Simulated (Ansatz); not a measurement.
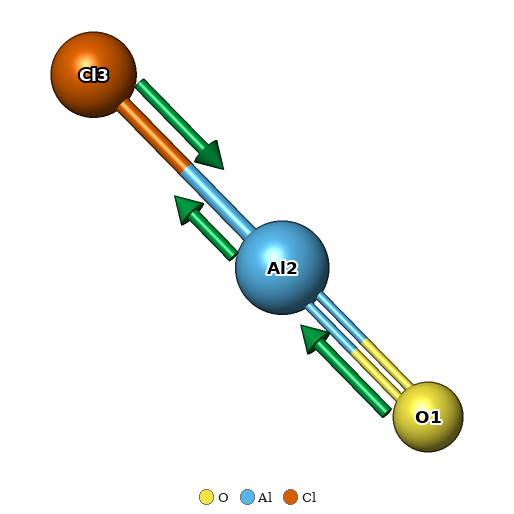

The arrows show one normal mode. Harmonic vibrations computed with RKS PBE0-D4/def2-TZVP (Ansatz 0.2.0) at a stationary point of the same level.

Describe the motion.

Answer. Mostly Al–Cl stretching.

At what wavenumber does it lie?

Answer. 493 cm⁻¹; it is mode 3 of 4 counted from the lowest.
